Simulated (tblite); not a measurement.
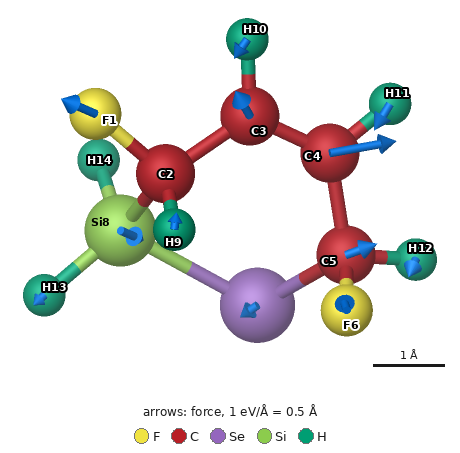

Starting geometry of C4H6F2SeSi with the computed forces as blue arrows. Style: ball-and-stick. Shown at a tilt.

Level of theory: tblite, GFN2-xTB geometry optimisation, gas phase. 

### What follows when this structure is relaxed?

It isn't relaxed: the largest force vector, on a C atom, is 1.98 eV/Å. The final displacements have little in common with the starting forces (cosine between the two patterns 0.26). The energy falls by 7.56 kcal/mol in 62 geometry steps. An F atom moves most after the best rigid fit: 0.43 Å. Largest moves by element: F 0.43 Å, H 0.32 Å, Se 0.32 Å, Si 0.11 Å, C 0.07 Å. Some distances before and after: C–Se 1.964 → 2.027 Å, C–Si 1.900 → 1.946 Å, C–H 1.110 → 1.078 Å, Se–Si 2.301 → 2.271 Å. Bond angles that change, for instance: C–C–H 106.1° → 113.7°, C–Si–Se 98.7° → 104.5°, C–Se–Si 100.2° → 94.8°.
